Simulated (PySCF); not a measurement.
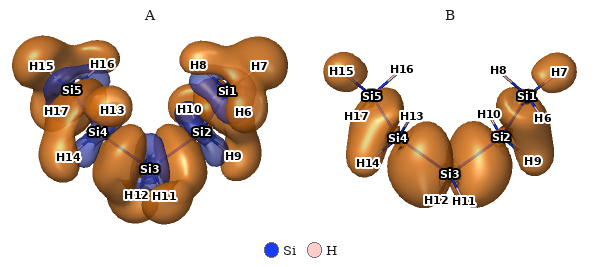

H12Si5, SMILES `[SiH3][SiH2][SiH2][SiH2][SiH3]`. The Fukui function f⁻ from two separate SCF calculations and the density of the HOMO, at ±0.006 e/Å³ (orange positive, blue negative).

Level of theory: PBE/def2-TZVP (PySCF), at a geometry from GFN2-xTB. No frequency check shows the geometry to be a minimum.

Question: Which panel is which, and how good is the frozen-orbital picture?

Answer: A is f⁻ (it has negative regions), B the HOMO density. The HOMO lies on Si3 (31 %), Si2 and Si4 (21 % each) and Si1 and Si5 (6 % each); f⁻ (Hirshfeld-condensed) is largest on Si3 (0.14), Si2 (0.12) and Si4 (0.12); the vertical ionisation energy is 9.38 eV (the stability of the cation's solution wasn't checked). Relaxation shifts 36 % of the electron between atoms. The orbital energy is −7.08 eV.

Run time: 6.3 min on 1 thread of Intel(R) Xeon(R) Platinum 8259CL CPU @ 2.50GHz (Skylake/Cascade Lake), on a shared host, peak memory 1.1 GiB.
